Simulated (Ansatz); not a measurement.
**Geometry relaxation of AlNH5ClO (part 1 of 2)**

The run: geometry relaxation of AlNH5ClO. Method and program: RKS BLYP-D4/6-31G* (Ansatz 0.2.0).

It belongs to a series of runs on one base structure; here: end point A relaxed.

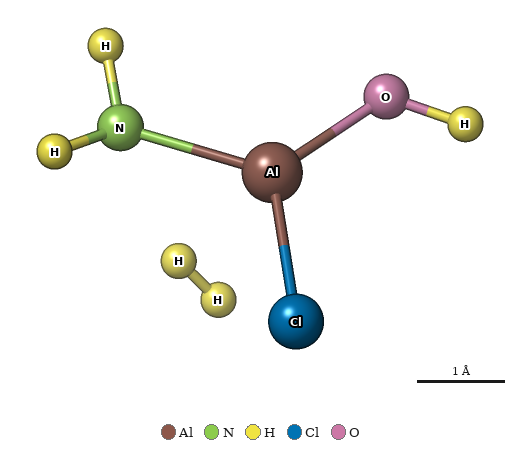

Fig. 1: The starting structure (ball-and-stick view, seen at a tilt). Sticks mark near contacts. Bond lengths as drawn: Al–Cl 2.13 Å, Al–N 1.87 Å, Al–O 1.72 Å, H–H 0.72 Å, H–N 1.02 Å and H–O 0.98 Å.

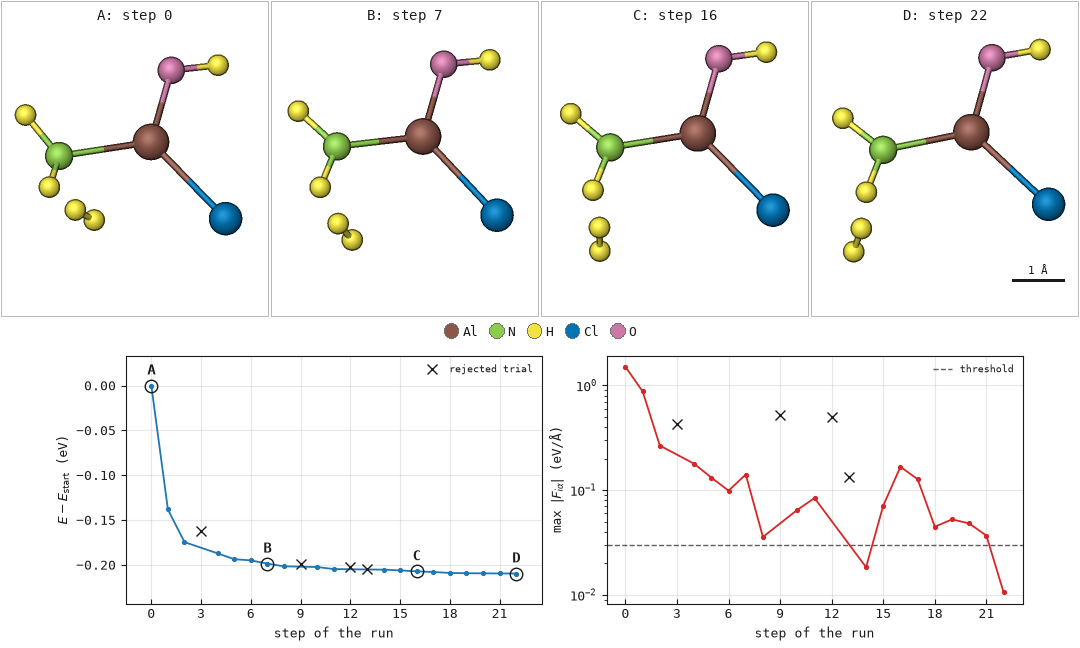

Fig. 2: Frames of the relaxation (ball-and-stick view, seen at a tilt) above the curves, on which the letters mark them (the first geometry is step 0 here and step 1 in the log).

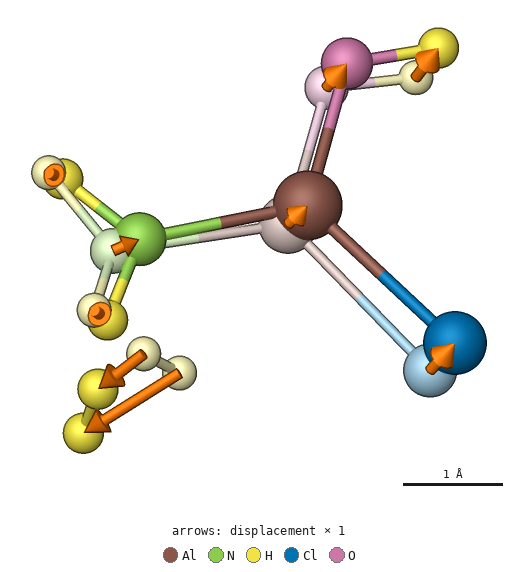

Fig. 3: Start (faint) and end (solid) with the displacements as orange arrows, at true length (ball-and-stick view, seen at a tilt). The two geometries are laid on each other by the best rigid fit. The atom that moves furthest after the best rigid fit is H8 (1.17 Å). Largest moves by element: H 1.17 Å, Cl 0.46 Å, O 0.40 Å, Al 0.32 Å, N 0.30 Å. Among the contacts that change: Al1–N2 1.872 → 1.775 Å, H8–H9 0.715 → 0.751 Å. Among the angles that change: Al1–N2–H3 119.3° → 124.3°. The energy falls by 0.210 eV in 22 geometry steps. Largest force component: 1.5 eV/Å at the start, 0.011 eV/Å at the end. The line search rejected the trial steps at points 3, 9, 12, 13 (counted from 0) and went back. (Atoms are counted from 1 in the order of the input.)

The input that produced these results follows, with the program's output.

## Input
```yaml
crystal:
  periodic: [false, false, false]
  atoms:
    - { symbol: Al, position_ang: [-0.143355, 0.056547, 0.276197] }
    - { symbol: "N", position_ang: [0.065926, 0.091089, 2.136041] }
    - { symbol: H, position_ang: [-0.755919, 0.22976, 2.72899] }
    - { symbol: H, position_ang: [0.867622, 0.585586, 2.537231] }
    - { symbol: Cl, position_ang: [1.588209, 0.312809, -0.931664] }
    - { symbol: O, position_ang: [-1.697366, -0.252695, -0.39073] }
    - { symbol: H, position_ang: [-1.795953, -0.359282, -1.35625] }
    - { symbol: H, position_ang: [0.472893, -2.555188, 0.929495] }
    - { symbol: H, position_ang: [0.434743, -2.027625, 1.41059] }
basis:
  gaussian: { orbitals: "6-31G*" }
hamiltonian:
  xc: blyp
  dispersion: d4
relax:
  f_tol: 0.03
  max_steps: 50
```

Launched with:
```bash
ansatz run input.yaml --threads 1 --pin off --max-ram 2048MiB --backend cpu --events-out ev --progress --plain --runs-dir out
```

## Log
```
The last accepted step is kept in [file] (removed where the run ends without a failure and the disk answers)
Engine: ansatz 0.2.0, aarch64-unknown-linux-gnu
Functional definition: BLYP
  parameter beta = 0.0042
  parameter a = 0.04918
  parameter b = 0.132
  parameter c = 0.2533
  parameter d = 0.349
  exchange = b88_x(beta = beta)
  correlation = lyp_c(a = a, b = b, c = c, d = d)
978 factors; their error is unknown
mean field evaluation 1: about -22723.6127 eV, gradient 9.0e1 eV
mean field evaluation 2: about -22640.7264 eV, gradient 1.9e2 eV
mean field evaluation 4: about -22738.3835 eV, gradient 1.9e1 eV
mean field evaluation 8: about -22739.2274 eV, gradient 8.1e-2 eV
mean field evaluation 16: about -22739.1973 eV, gradient 5.0e-5 eV
mean field -22739.19729260 eV, -835.6500873215 hartree, gradient 5.0e-5 eV, S^2 0.000000; 0 other end points of the search recorded, 0 dependent functions left out
the calculation of the forces begins
reference -22739.19763775 eV, -835.6501000057 hartree; 25, 25 occupied and 53, 53 virtual orbitals, 978 factors
relax step   1: F+E_penalty+E_count = -22739.54896573 eV  Δ(F+E_penalty+E_count) = +0.000e0 eV  max|allowed force component| = 1.508e0 eV/Å  Δτ_max = 0.0000 Å  (26 SCF iters, accepted)
these checks for a lower state are left out or cut short: starts, cluster_reference, orbital_swaps, neighbouring_geometries, increment
978 factors; their error is unknown
mean field -22739.34134042 eV, -835.6553809814 hartree, gradient 9.4e-6 eV, S^2 0.000000; 0 other end points of the search recorded, 0 dependent functions left out
[... from here on the field's lines of each further geometry are left out, up to the last ...]
relax step   2: F+E_penalty+E_count = -22739.68717942 eV  Δ(F+E_penalty+E_count) = -1.382e-1 eV  max|allowed force component| = 8.772e-1 eV/Å  Δτ_max = 0.1952 Å  (29 SCF iters, accepted)
relax step   3: F+E_penalty+E_count = -22739.72357452 eV  Δ(F+E_penalty+E_count) = -3.640e-2 eV  max|allowed force component| = 2.667e-1 eV/Å  Δτ_max = 0.1727 Å  (29 SCF iters, accepted)
relax step   4: F+E_penalty+E_count = -22739.71093266 eV  Δ(F+E_penalty+E_count) = +1.264e-2 eV  max|allowed force component| = 4.321e-1 eV/Å  Δτ_max = 0.1479 Å  (28 SCF iters, rejected (line search))
relax step   5: F+E_penalty+E_count = -22739.73610787 eV  Δ(F+E_penalty+E_count) = -1.253e-2 eV  max|allowed force component| = 1.787e-1 eV/Å  Δτ_max = 0.0717 Å  (28 SCF iters, accepted)
relax step   6: F+E_penalty+E_count = -22739.74265975 eV  Δ(F+E_penalty+E_count) = -6.552e-3 eV  max|allowed force component| = 1.317e-1 eV/Å  Δτ_max = 0.1000 Å  (28 SCF iters, accepted)
relax step   7: F+E_penalty+E_count = -22739.74390495 eV  Δ(F+E_penalty+E_count) = -1.245e-3 eV  max|allowed force component| = 9.890e-2 eV/Å  Δτ_max = 0.1311 Å  (27 SCF iters, accepted)
relax step   8: F+E_penalty+E_count = -22739.74760268 eV  Δ(F+E_penalty+E_count) = -3.698e-3 eV  max|allowed force component| = 1.411e-1 eV/Å  Δτ_max = 0.0655 Å  (28 SCF iters, accepted)
relax step   9: F+E_penalty+E_count = -22739.75057023 eV  Δ(F+E_penalty+E_count) = -2.968e-3 eV  max|allowed force component| = 3.572e-2 eV/Å  Δτ_max = 0.1583 Å  (29 SCF iters, accepted)
relax step  10: F+E_penalty+E_count = -22739.74816472 eV  Δ(F+E_penalty+E_count) = +2.406e-3 eV  max|allowed force component| = 5.204e-1 eV/Å  Δτ_max = 0.1941 Å  (29 SCF iters, rejected (line search))
relax step  11: F+E_penalty+E_count = -22739.75134442 eV  Δ(F+E_penalty+E_count) = -7.742e-4 eV  max|allowed force component| = 6.486e-2 eV/Å  Δτ_max = 0.0319 Å  (29 SCF iters, accepted)
relax step  12: F+E_penalty+E_count = -22739.75362108 eV  Δ(F+E_penalty+E_count) = -2.277e-3 eV  max|allowed force component| = 8.400e-2 eV/Å  Δτ_max = 0.0976 Å  (29 SCF iters, accepted)
relax step  13: F+E_penalty+E_count = -22739.75089602 eV  Δ(F+E_penalty+E_count) = +2.725e-3 eV  max|allowed force component| = 4.989e-1 eV/Å  Δτ_max = 0.1462 Å  (29 SCF iters, rejected (line search))
relax step  14: F+E_penalty+E_count = -22739.75343179 eV  Δ(F+E_penalty+E_count) = +1.893e-4 eV  max|allowed force component| = 1.349e-1 eV/Å  Δτ_max = 0.0512 Å  (29 SCF iters, rejected (line search))
relax step  15: F+E_penalty+E_count = -22739.75429582 eV  Δ(F+E_penalty+E_count) = -6.747e-4 eV  max|allowed force component| = 1.838e-2 eV/Å  Δτ_max = 0.0246 Å  (30 SCF iters, accepted)
relax step  16: F+E_penalty+E_count = -22739.75508248 eV  Δ(F+E_penalty+E_count) = -7.867e-4 eV  max|allowed force component| = 7.124e-2 eV/Å  Δτ_max = 0.0732 Å  (29 SCF iters, accepted)
relax step  17: F+E_penalty+E_count = -22739.75617148 eV  Δ(F+E_penalty+E_count) = -1.089e-3 eV  max|allowed force component| = 1.672e-1 eV/Å  Δτ_max = 0.0925 Å  (28 SCF iters, accepted)
relax step  18: F+E_penalty+E_count = -22739.75689201 eV  Δ(F+E_penalty+E_count) = -7.205e-4 eV  max|allowed force component| = 1.271e-1 eV/Å  Δτ_max = 0.0431 Å  (29 SCF iters, accepted)
relax step  19: F+E_penalty+E_count = -22739.75794154 eV  Δ(F+E_penalty+E_count) = -1.050e-3 eV  max|allowed force component| = 4.476e-2 eV/Å  Δτ_max = 0.1033 Å  (29 SCF iters, accepted)
relax step  20: F+E_penalty+E_count = -22739.75826532 eV  Δ(F+E_penalty+E_count) = -3.238e-4 eV  max|allowed force component| = 5.258e-2 eV/Å  Δτ_max = 0.0652 Å  (28 SCF iters, accepted)
relax step  21: F+E_penalty+E_count = -22739.75837434 eV  Δ(F+E_penalty+E_count) = -1.090e-4 eV  max|allowed force component| = 4.811e-2 eV/Å  Δτ_max = 0.0295 Å  (30 SCF iters, accepted)
relax step  22: F+E_penalty+E_count = -22739.75851578 eV  Δ(F+E_penalty+E_count) = -1.414e-4 eV  max|allowed force component| = 3.680e-2 eV/Å  Δτ_max = 0.0422 Å  (30 SCF iters, accepted)
the calculation of the forces begins
reference -22739.43600927 eV, -835.6588599974 hartree; 25, 25 occupied and 53, 53 virtual orbitals, 978 factors
relax step  23: F+E_penalty+E_count = -22739.75857577 eV  Δ(F+E_penalty+E_count) = -5.998e-5 eV  max|allowed force component| = 1.058e-2 eV/Å  Δτ_max = 0.0159 Å  (30 SCF iters, accepted)
978 factors; their error is unknown
mean field -22739.43565348 eV, -835.6588469223 hartree, gradient 7.8e-6 eV, S^2 0.000000; 1 other end points of the search recorded, 0 dependent functions left out
the calculation of the forces begins
reference -22739.43600927 eV, -835.6588599974 hartree; 25, 25 occupied and 53, 53 virtual orbitals, 978 factors
Total energy: -22739.75893156 eV, -835.6707271727 hartree
Atom 0 at    -0.251382     0.322271     0.126969 Å, force     0.002777    -0.000040    -0.002680 eV/Å
Atom 1 at     0.001285     0.156834     1.875773 Å, force     0.010576     0.002706    -0.004672 eV/Å
Atom 2 at    -0.740507    -0.034913     2.548298 Å, force    -0.002521    -0.001042     0.003686 eV/Å
Atom 3 at     0.901156     0.269002     2.340557 Å, force    -0.005675    -0.001324     0.001952 eV/Å
Atom 4 at     1.423329     0.731879    -1.123571 Å, force    -0.005894    -0.000998     0.003523 eV/Å
Atom 5 at    -1.836395     0.130233    -0.511296 Å, force     0.003379    -0.000868    -0.007709 eV/Å
Atom 6 at    -1.967265     0.153064    -1.477493 Å, force    -0.001970     0.000560     0.005907 eV/Å
Atom 7 at     0.856910    -3.184467     1.784333 Å, force    -0.002635     0.005687    -0.000821 eV/Å
Atom 8 at     0.649670    -2.462900     1.776331 Å, force     0.001964    -0.004681     0.000815 eV/Å
Dipole moment:    -0.155127    -0.008647     0.191751 e Å
```

## Trajectory as extended XYZ (Å, eV, eV/Å), 23 frames, from step=1 to step=23
```
9
Properties=species:S:1:pos:R:3:forces:R:3 step=1 energy=-22739.54897
Al   -0.1434    0.0565    0.2762    0.1489   0.0807   1.5084
N     0.0659    0.0911    2.1360   -0.1886   0.2458  -1.3981
H    -0.7559    0.2298    2.7290   -0.0079   0.0064  -0.0132
H     0.8676    0.5856    2.5372   -0.0445  -0.0281  -0.0339
Cl    1.5882    0.3128   -0.9317   -0.0013   0.0030  -0.0205
O    -1.6974   -0.2527   -0.3907    0.0178   0.0112  -0.0164
H    -1.7960   -0.3593   -1.3562    0.0110   0.0030   0.0408
H     0.4729   -2.5552    0.9295    0.1066  -1.2673  -1.1072
H     0.4347   -2.0276    1.4106   -0.0421   0.9453   1.0402
9
Properties=species:S:1:pos:R:3:forces:R:3 step=2 energy=-22739.68718
Al   -0.1491    0.1145    0.3066    0.0791  -0.0100   0.8612
N     0.0427    0.1856    2.1241   -0.1140   0.1512  -0.8772
H    -0.7781    0.3154    2.7200    0.0353  -0.0229   0.0073
H     0.8524    0.6604    2.5304   -0.0450  -0.0557   0.0132
Cl    1.5796    0.3466   -0.9124    0.0110   0.0133  -0.0122
O    -1.6932   -0.2297   -0.3669   -0.0102   0.0186  -0.0280
H    -1.7821   -0.3601   -1.3304    0.0160   0.0095   0.0516
H     0.4980   -2.7316    0.8581    0.0122  -0.0290   0.0255
H     0.4665   -2.2202    1.4105    0.0157  -0.0751  -0.0413
9
Properties=species:S:1:pos:R:3:forces:R:3 step=3 energy=-22739.72357
Al   -0.1628    0.1449    0.3175   -0.0043   0.0125   0.1664
N     0.0105    0.2478    2.0971    0.0202   0.1720  -0.1941
H    -0.8054    0.3811    2.6985    0.0668  -0.0446   0.0178
H     0.8409    0.6742    2.5170   -0.1080  -0.0921   0.0116
Cl    1.5664    0.3693   -0.9048    0.0142  -0.0129  -0.0064
O    -1.7122   -0.1634   -0.3623   -0.0079  -0.0216  -0.0345
H    -1.7947   -0.3179   -1.3226    0.0107   0.0145   0.0463
H     0.5608   -2.8775    0.8635    0.0029   0.1863   0.2596
H     0.5331   -2.3775    1.4359    0.0052  -0.2140  -0.2667
9
Properties=species:S:1:pos:R:3:forces:R:3 step=4 energy=-22739.71093 accepted=F
Al   -0.1940    0.2861    0.2961    0.1008  -0.4321  -0.0353
N    -0.0086    0.3326    2.0656   -0.0646   0.2187   0.3199
H    -0.8022    0.3393    2.7165    0.1130  -0.0244  -0.2106
H     0.8290    0.6662    2.5512   -0.0745  -0.0757  -0.1669
Cl    1.5563    0.3279   -0.9296   -0.0801   0.1350   0.0536
O    -1.7194   -0.1552   -0.3704   -0.0026   0.1912   0.1445
H    -1.8006   -0.2811   -1.3314    0.0022  -0.0171  -0.1186
H     0.6219   -2.9981    0.9236   -0.0008   0.0373   0.0546
H     0.5544   -2.4367    1.4182    0.0066  -0.0329  -0.0411
9
Properties=species:S:1:pos:R:3:forces:R:3 step=5 energy=-22739.73611
Al   -0.1732    0.1847    0.3109    0.0232  -0.0683   0.0059
N    -0.0041    0.3040    2.0784    0.0302   0.1787   0.1520
H    -0.8084    0.3691    2.7088    0.1124  -0.0406  -0.0887
H     0.8382    0.6664    2.5355   -0.1485  -0.1043  -0.0869
Cl    1.5642    0.3513   -0.9119   -0.0109   0.0185   0.0092
O    -1.7188   -0.1494   -0.3646   -0.0154   0.0265   0.0290
H    -1.7992   -0.3046   -1.3234    0.0028   0.0000  -0.0268
H     0.5938   -2.9364    0.8876    0.0018   0.0633   0.0899
H     0.5443   -2.4041    1.4185    0.0045  -0.0739  -0.0836
```
